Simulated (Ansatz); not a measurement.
```xyz
7

Al   -0.0398    0.5517   -0.4339
H    -0.0436    0.0260    2.2722
O     1.4530   -0.1413   -0.7022
H     1.6957   -0.9277   -1.1560
Cl   -1.8102   -0.2957   -1.1261
F    -0.1179    2.0134    0.3615
H    -0.0679    0.6977    2.0367
```

Not at a stationary point (largest force 1.6 eV/Å).

Theory: RHF/def2-SVP (Ansatz).

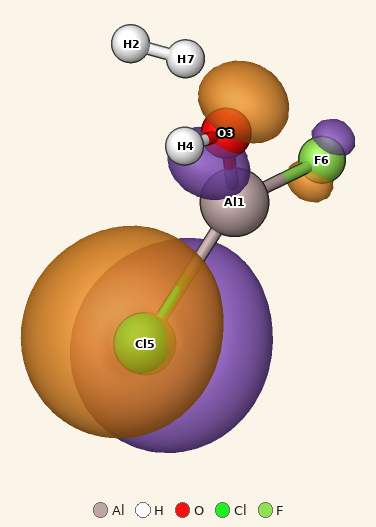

AlClFHO···H$_{2}$. The HOMO at ±0.1 Å⁻³ᐟ² (orange and purple are the two phases), seen at an oblique angle.

Describe this orbital and give its energy.

Answer. It lies mainly on Cl5 (about 85 %); largely a lone pair of Cl5. Its energy is −12.85 eV.
